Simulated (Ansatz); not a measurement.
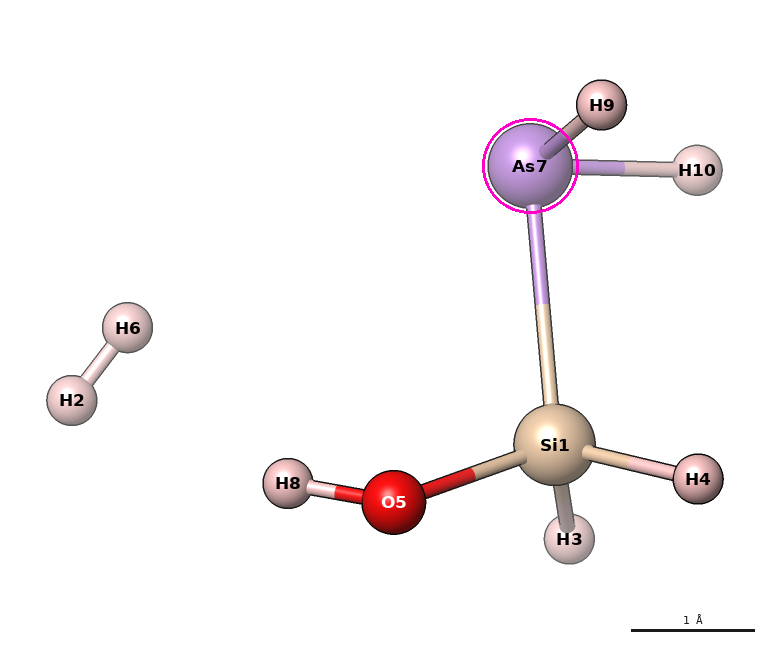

Orthographic view. Atoms fade into the background with distance from the viewer. The computed structure is the end point of a PBE0-D4/def2-TZVP optimisation.

Question: Name the neighbours of the circled atom.

Answer: The circled atom is As7; it is bonded to Si1, H9, H10.

Question: Of As7 and H9, which is nearer the viewer?

Answer: H9; the bond to As7 points away from the viewer, so it looks shorter than its 1.52 Å.

Question: What is the shortest path along bonds from the circled atom to H8?

Answer: As7–Si1–O5–H8, 3 bonds; through space the two are 3.44 Å apart.
